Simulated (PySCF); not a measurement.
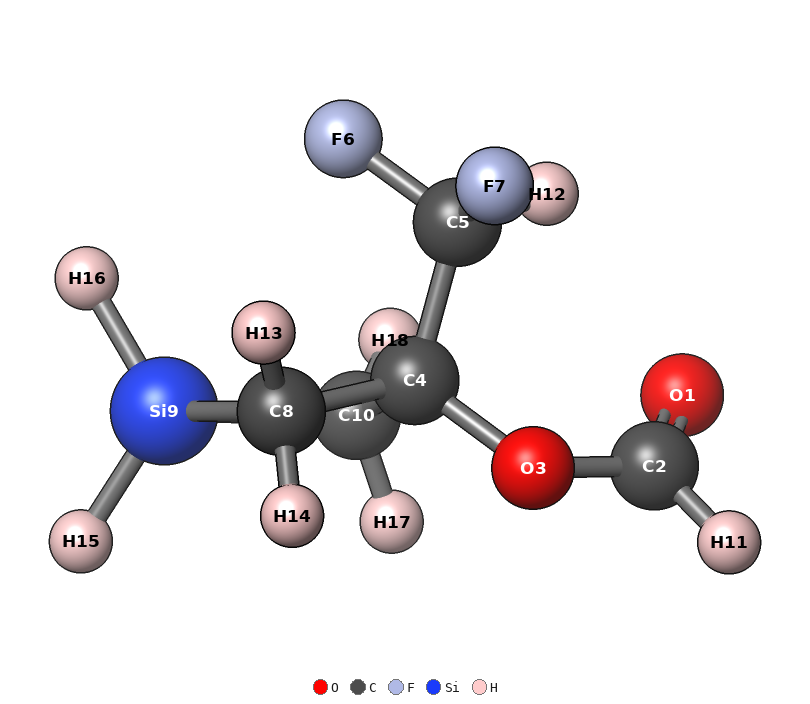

Computed geometry: GFN2-xTB optimisation. No frequency run is at hand to confirm it as a minimum. Electric field gradients from the ground-state density, PBE0/pcSseg-1 (PySCF 2.14.0), non-relativistic apart from any core potentials.

Give the largest field-gradient component, the quadrupole coupling constant and the asymmetry for 17O at O1 (Q = −25.6 mb), 17O at O3 (Q = −25.6 mb), 2H at H11 (Q = 2.86 mb), 2H at H12 (Q = 2.86 mb).

| atom | V_zz (a.u.) | e²qQ/h (MHz) | η |
| --- | --- | --- | --- |
| O1 | −1.630 | 9.81 | 0.25 |
| O3 | 1.648 | −9.91 | 0.29 |
| H11 | 0.275 | 0.184 | 0.04 |
| H12 | 0.264 | 0.177 | 0.06 |

The geometry is semi-empirical. Around Si such bond lengths and angles can be off by a tenth of an ångström or more and by several degrees, and values that hang on the shape move with them.
